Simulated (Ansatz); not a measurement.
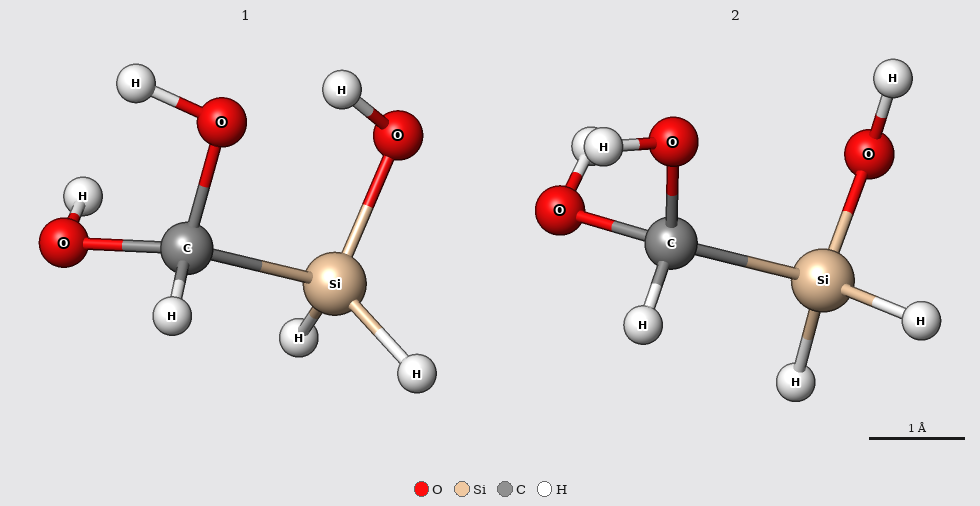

Two geometries of CH₆O₃Si, drawn at one scale. One is the start of a relaxation, the other its converged end. The picture is a ball-and-stick view, seen at a tilt.

The calculation used UKS PBE0/STO-3G (Ansatz 0.2.0). Set-up: collinear spin; force threshold 0.02 eV/Å; at most 40 steps.

**Which one is relaxed?**

Structure 1 is the relaxed one. The run prepares the start of a later molecular dynamics calculation, from a guessed geometry. Over 27 geometry steps the energy falls by 110.9 kJ/mol. The largest force component goes from 10 to 0.016 eV/Å. The forces were under the threshold at step 22, but the run went on from there. The largest move after the best rigid fit is that of an H atom, 0.99 Å. Largest moves by element: H 0.99 Å, O 0.68 Å, C 0.09 Å, Si 0.07 Å. Some distances before and after: H–O 0.897 → 1.018 Å, C–H 1.054 → 1.115 Å, O–Si 1.649 → 1.707 Å, C–O 1.444 → 1.478 Å. Among the angles between lasting bonds that change: Si–C–O 118.9° → 99.9°, Si–O–H 112.9° → 97.8°, O–Si–C 110.2° → 101.3°. Groups turn about O–Si by about 50°, C–Si by about 40°, C–O by about 35°.

Limits of the set-up: STO-3G is a minimal basis, so the numbers are rough.
